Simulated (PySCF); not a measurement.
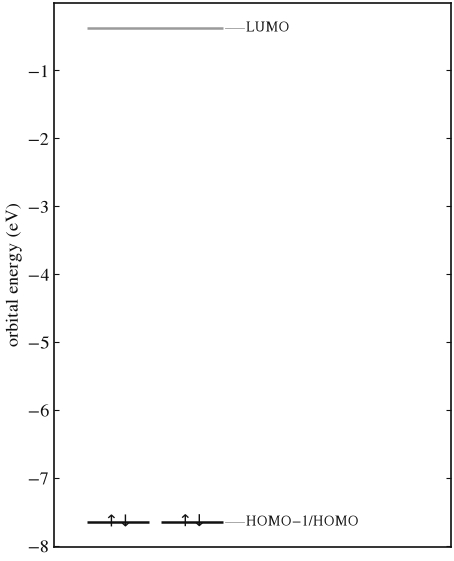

Kohn-Sham orbital energies near the frontier, PBE0/def2-SVPD, PySCF 2.14.0, at a GFN2-xTB geometry (no frequency check), isolated molecule; empty levels in grey, levels within 0.03 eV side by side.

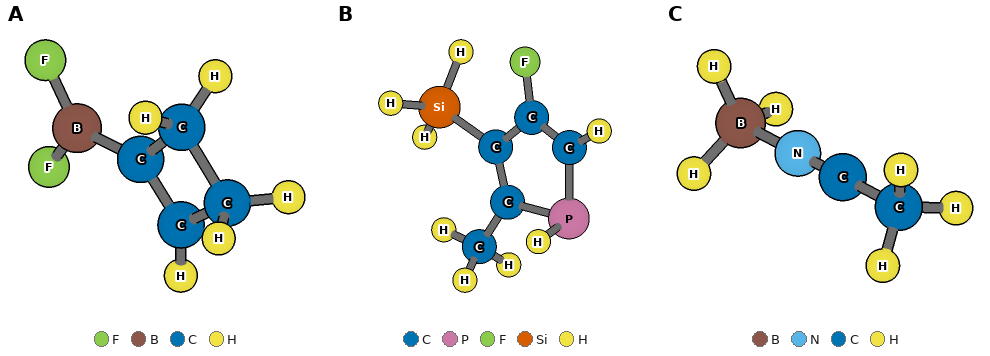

Which molecule has this level scheme? Choose among the lettered structures.

Structure C, C₂H₆BN, SMILES [BH3-][N+]#CC. HOMO −7.65 eV, LUMO −0.38 eV, separation 7.27 eV.

Caveats: the tight-binding geometry is rougher than a DFT one and adds to the error.
